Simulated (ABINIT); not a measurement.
# Beyond one shot: MgS (Niningerite), part 3 of 3

Wanted: G0W0 and self-consistent gaps of MgS (Niningerite), with the cost of the cycles.

ABINIT 10.8.3; LDA and many-body steps on it, plane waves. Known limits of the many-body steps: not at the basis limit; coarse k mesh.

So far. Step 11 (QSGW, cycle 3): Against the cycle before, the gap moves by +0.115 eV.

### 13. Screening, 4×4×4 mesh, 34 bands, screening to 108.8 eV

This step: RPA screening on LDA from quasiparticle energies and orbitals, plane waves, norm-conserving pseudopotentials.

File run.abi:

```
acell 3*1.0 Angstrom
rprim 
  0.000000000000 2.601650000000 2.601650000000
  2.601650000000 0.000000000000 2.601650000000
  2.601650000000 2.601650000000 0.000000000000
ntypat 2
znucl 12 16
natom 2
typat 1 2
xred 
  0.000000000000 0.000000000000 0.000000000000
  0.500000000000 0.500000000000 0.500000000000
pp_dirpath "pseudos"
pseudos "Mg.upf, S.upf"
ecut 38
ngkpt 4 4 4
nshiftk 1
shiftk 0 0 0
kptopt 1
chksymbreak 0
istwfk *1
occopt 1
irdwfk 1
optdriver 3
nband 34
ecuteps 4
inclvkb 2
awtr 1
symchi 1
irdqps 1
gwcalctyp 28
nqptdm 7
qptdm 
  0.2500000000 0.0000000000 0.0000000000
  0.5000000000 0.0000000000 0.0000000000
  0.2500000000 0.2500000000 0.0000000000
  0.5000000000 0.2500000000 0.0000000000
  -0.2500000000 0.2500000000 0.0000000000
  0.5000000000 0.5000000000 0.0000000000
  -0.2500000000 0.5000000000 0.2500000000
indata_prefix "in"
outdata_prefix "out"
tmpdata_prefix "tmp"
```

File mrgscr.stdin:

```
2
merged
q0_SCR
out_SCR
1
```

The run is started by

```console
$ OMP_NUM_THREADS=1 mpirun -n 4 abinit run.abi > log; mrgscr < mrgscr.stdin
```

Numbers of over 12 decimals in the logs are rounded to 6 here.

What it wrote:

```text
.Version 10.8.3 of ABINIT. v10.8.2 released Aug 2026.

 Symmetries : space group Fm -3 m (#225); Bravais cF (face-center cubic)
[... echo of the input left out ...]
== DATASET  1 ==================================================================
-   mpi_nproc: 4, omp_nthreads: 1 (-1 if OMP is not activated)

--- !DatasetInfo
iteration_state: {dtset: 1, }
dimensions: {natom: 2, nkpt: 8, mband: 34, nsppol: 1, nspinor: 1, nspden: 1, mpw: 2698, }
cutoff_energies: {ecut:  38.0, pawecutdg:  -1.0, }
[...]
q-point number  1        q = ( 0.250000, 0.000000, 0.000000) [r.l.u.]
--------------------------------------------------------------------------------
[... chi0 elements left out ...]
  Average fulfillment of the sum rule on Im[epsilon] for q-point    2 :     60.80  [%]

--------------------------------------------------------------------------------
  q-point number  2        q = ( 0.500000, 0.000000, 0.000000) [r.l.u.]
--------------------------------------------------------------------------------
[... chi0 elements left out ...]
  Average fulfillment of the sum rule on Im[epsilon] for q-point    3 :     53.03  [%]

 [... 5 further q-points ...]
```

Run time: 3.5 s. Hardware: 4 MPI ranks of Arm Neoverse V2, shared host; peak memory 0.42 GiB.

This step gave:

```yaml
plasma_frequency: 25.03 eV
plane_waves_in_the_screening_matrix: 89
```

This screening reads the quasiparticle levels of the cycle before.

### 14. QSGW, cycle 4

This step: QSGW on LDA, plane waves, norm-conserving pseudopotentials.

Edit run.abi of step 13 so:

```diff
@@ -23,12 +23,10 @@
 irdwfk 1
-optdriver 3
+optdriver 4
 nband 34
-ecuteps 4
-inclvkb 2
-awtr 1
-symchi 1
-irdqps 1
 gwcalctyp 28
-nqptdm 7
-qptdm 
+ecutsigx 38
+symsigma 0
+nkptgw 8
+kptgw 
+  0.0000000000 0.0000000000 0.0000000000
   0.2500000000 0.0000000000 0.0000000000
@@ -40,2 +38,15 @@
   -0.2500000000 0.5000000000 0.2500000000
+bdgw 
+  1 22
+  1 22
+  1 22
+  1 22
+  1 22
+  1 22
+  1 22
+  1 22
+ecuteps 4
+irdscr 1
+ppmodel 1
+irdqps 1
 indata_prefix "in"
```

The run is started by

```console
$ OMP_NUM_THREADS=1 mpirun -n 4 abinit run.abi > log
```

What it wrote:

```text
.Version 10.8.3 of ABINIT. v10.8.2 released Aug 2026.

 Symmetries : space group Fm -3 m (#225); Bravais cF (face-center cubic)
[... echo of the input left out ...]
== DATASET  1 ==================================================================
-   mpi_nproc: 4, omp_nthreads: 1 (-1 if OMP is not activated)

--- !DatasetInfo
iteration_state: {dtset: 1, }
dimensions: {natom: 2, nkpt: 8, mband: 34, nsppol: 1, nspinor: 1, nspden: 1, mpw: 2698, }
cutoff_energies: {ecut:  38.0, pawecutdg:  -1.0, }
[...]
.  kptgw no:  3; Maximum DeltaE = (  -0.988  -0.103) for band index:  1
[...]
.  kptgw no:  7; Maximum DeltaE = (  -0.832   0.451) for band index:  1
.  kptgw no:  8; Maximum DeltaE = (  -0.302   0.856) for band index:  1

== END DATASET(S) ==============================================================
================================================================================

 -outvars: echo values of variables after computation  --------
           etotal      0.0000000000E+00
            nband          34
             nkpt           8
          spgroup         225
 [... the other variables as echoed above ...]

 Calculation completed.
```

Elapsed: 42 s, on 4 MPI ranks; peak memory 1.3 GiB; 2.8 min of CPU time.

Numbers from this step:

* quasiparticle gap on the mesh: 4.998 eV
* gap of the density functional on the mesh: 2.559 eV
* k of the valence top: 0, 0, 0
* k of the conduction bottom: 0.5, 0.5, 0
* least direct quasiparticle gap on the computed points: 5.876 eV

Against the cycle before, the gap moves by +0.016 eV.

### 15. Side by side

Times are wall times on 4 MPI ranks of Arm Neoverse V2, shared host, good to a factor of about two. A run's time includes the screening step that it read.

```
          run   mesh  bands  screening cutoff (eV)  DFT gap (eV)  gap on the mesh (eV)  direct (eV)  ε∞ used   time
         G0W0  4×4×4     34                  108.8         2.559                 4.269        5.098     6.54  6.5 s
QSGW, cycle 1  4×4×4     34                  108.8         2.559                 4.517        5.506     6.54   47 s
QSGW, cycle 2  4×4×4     34                  108.8         2.559                 4.867        5.777     5.15   49 s
QSGW, cycle 3  4×4×4     34                  108.8         2.559                 4.982        5.867     5.01   48 s
QSGW, cycle 4  4×4×4     34                  108.8         2.559                 4.998        5.876     4.97   48 s
```

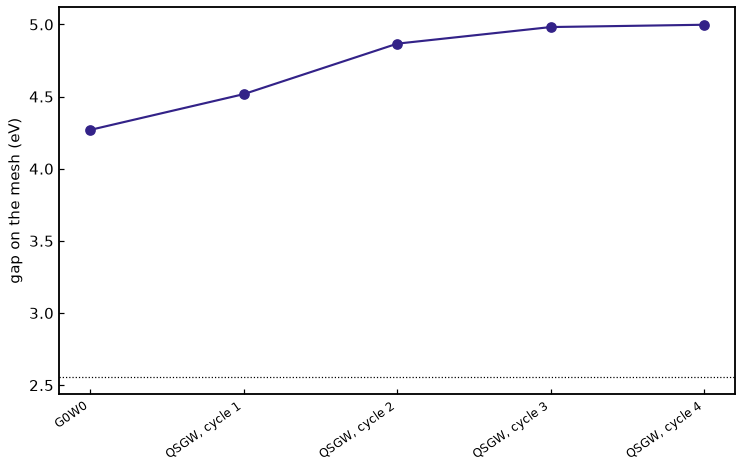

The gap through the cycles; the dotted line is the starting gap.

### 16. What came out

| Item | Value |
| --- | --- |
| G0W0 | 4.269 eV |
| QSGW, cycle 1 | 4.517 eV |
| QSGW, cycle 2 | 4.867 eV |
| QSGW, cycle 3 | 4.982 eV |
| QSGW, cycle 4 | 4.998 eV |
| known limits | not at the basis limit; coarse k mesh |

**Reading.** Only the bands that the input lists are updated; the others, empty or deep, keep the functional's energies or take a rigid shift. QSGW ends at 5.00 eV, +0.73 eV from G0W0, after 4 cycles that took 3.1 min beside the first screening; the last moved the gap by 0.016 eV. Bands and cutoff are finite, so the gap is not at the basis limit. The miss can reach some tenths of an eV and take either sign; the mesh is an error of its own. The 4×4×4 mesh is coarse for this cell, which bears on the long-range parts of exchange and screening. In the updated screening the q = 0 part is built from Kohn-Sham bands under a rigid shift, the other q from the quasiparticle levels.

[Paths, hosts, dates, memory and timing lines, banners, echoed tables and standing remarks are left out of the program output.]

[Logs are printed without paths, hosts, clocks, repeated set-up lines and the standing remarks that a program may print on its own settings, such as how far it seeks lower states.]

[Runs of the session that timed out or met a known fault of the program may be left out.]

[Hosts, paths, dates, database ids (printed as entryN), source tags and the programs' standing remarks are cut or masked in the printed files.]

[G0W0 gaps are taken among the corrected bands and points alone; a level outside them can change the order at an edge.]

[Where Ansatz stands beside ABINIT at settings called matched, ABINIT's density can come from a denser mesh and the files from another edition; pairs whose starting gaps differed by over 0.03 eV were left out, so agreement reads better than it is.]
